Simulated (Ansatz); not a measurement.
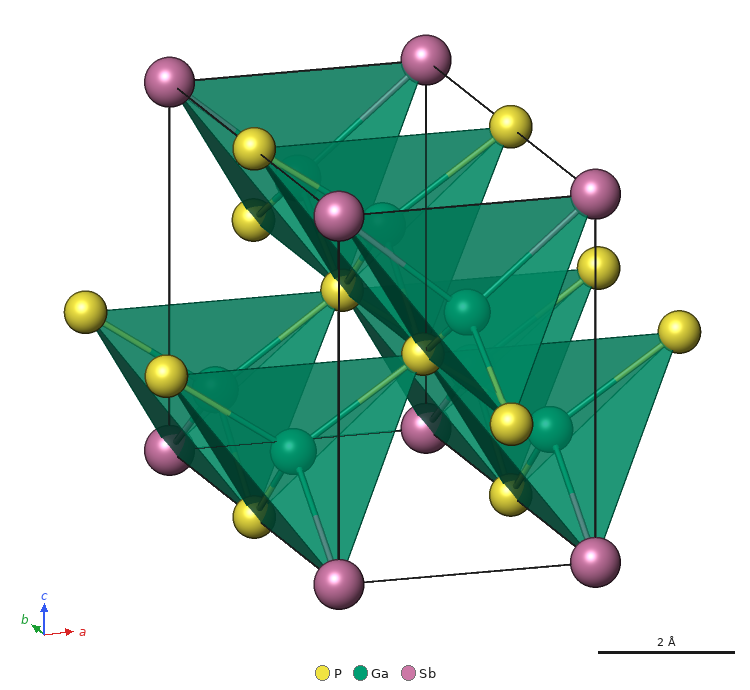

Crystal structure, polyhedral style, seen slightly off an axis. The conventional unit cell is outlined; an atom on or near a face, edge or corner is repeated at each equivalent position. Some neighbours outside the box are added.

Ga₄SbP₃, space group Pmm2 (No. 25), a = 3.973 Å, b = 7.954 Å, c = 5.610 Å, α = 90.00°, β = 90.00°, γ = 90.00°. It goes back to a structure type filled with these elements by a generator (whether the compound takes this form wasn't checked). Earlier steps of the study, as a rule a relaxation of our own, may have changed the cell and positions, so they can lie some per cent off the listed ones. It was the input of a calculation with Ansatz.

This one geometry was computed with Ansatz (DFT, plane waves, PAW) at five levels of theory: PBE0, r2SCAN, HSE06, PBE with spin-orbit coupling and PBE. It was relaxed beforehand with r2SCAN.

**Which level gives the highest pressure at this volume, and what does that say about its equilibrium volume?**

Highest: PBE with spin-orbit coupling (2.3 GPa) and PBE (2.3 GPa), which points to the largest equilibrium volume. Lowest, with the smallest volume: PBE0 (0.3 GPa) and r2SCAN (0.0 GPa). Levels within 0.5 GPa of each other can't be told apart.

**How does the band gap change with the level of theory?**

PBE with spin-orbit coupling: a gap of 0.50 eV, direct; PBE: a gap of 0.52 eV, indirect; r2SCAN: a gap of 0.85 eV, indirect; HSE06: a gap of 1.22 eV, indirect; PBE0: a gap of 1.87 eV, indirect.

**Collect the results in a table.**

| level | cutoff (eV) | k-mesh of the run's cell | gap (eV) | pressure (GPa) |
| --- | --- | --- | --- | --- |
| PBE0 | 420 | 4×2×4 | 1.87 | 0.3 |
| r2SCAN | 500 | 6×4×4 | 0.85 | 0.0 |
| HSE06 | 420 | 4×2×4 | 1.22 | 0.6 |
| PBE with spin-orbit coupling | 420 | 6×4×4 | 0.50 | 2.3 |
| PBE | 420 | 6×4×4 | 0.52 | 2.3 |

Gaps are taken on the k-mesh or band path of each run.
